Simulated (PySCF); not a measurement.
Molecule: SMILES C[NH+]=C (C2H6N (cation, charge +1)). Atoms near the plane z = 0.0 Å, at the CAM-B3LYP/def2-SVP optimised geometry (x, y, z in Å): C1 (0.3, -1.0, 0.0), N2 (-0.4, 0.1, 0.0), C3 (0.2, 1.4, 0.0), H4 (1.4, -1.0, 0.0), H5 (-0.3, -2.0, 0.0), H6 (-1.4, 0.0, 0.0), H7 (-0.1, 2.0, 0.9), H8 (1.3, 1.4, 0.0), H9 (-0.1, 2.0, -0.9).

Method: CAM-B3LYP/def2-TZVP (PySCF). Cells within 0.4 Å of a nucleus heavier than hydrogen are left out (blank, or x). The values are rescaled to run from 0 to 1.

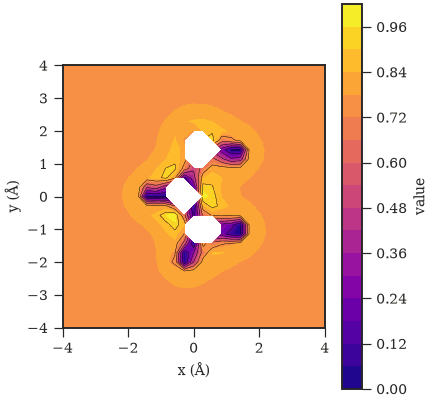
Figure. a field on the plane z = 0.0 Å.

Task: Which quantity is mapped?
(A) Laplacian of the electron density
(B) an orbital amplitude
(C) log10 of the electron density
(D) deformation density (molecule minus spherical neutral atoms)

Result: A, Laplacian of the electron density. In full: Laplacian of the electron density (e/bohr⁵), clipped to [-1.50, 1.50].
